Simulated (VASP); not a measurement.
Band structure of SiC (relaxed from the h-BN structure, space group P6_3/mmc). Method: r2SCAN meta-GGA, VASP's PBE PAW potentials (set 64) (plane waves; VASP).

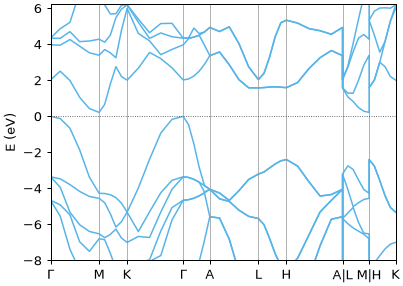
*Bands along high-symmetry lines, zero at the valence-band maximum or, without a gap, the Fermi level*

### Question
Read the plot: is there a gap, and where are the band edges?

### Answer
The gap is indirect, 0.22 eV, from the valence maximum at Γ to the conduction minimum at M.

The structure was generated: SiC was put into the h-BN type (P6_3/mmc), which need not be its known phase. It was relaxed first, which changed the volume by -46 %.
